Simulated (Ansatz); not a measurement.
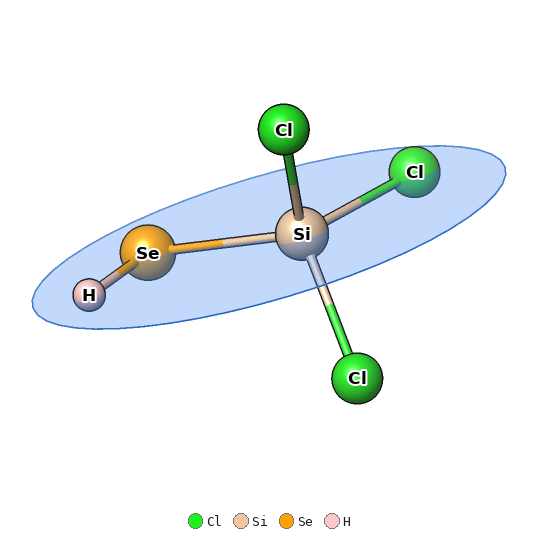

All proper rotation axes (lines) and mirror planes (discs) of the structure are drawn in. Distant atoms are faded towards the background colour. The computed structure is the end point of a PBE-D4/def2-SVP optimisation. No frequency run is at hand to confirm it as a minimum.

**Name the symmetry elements and the point group.**

It has 1 mirror plane. Point group Cs. The group has 2 operations. The geometry is achiral, and symmetry allows a dipole moment.
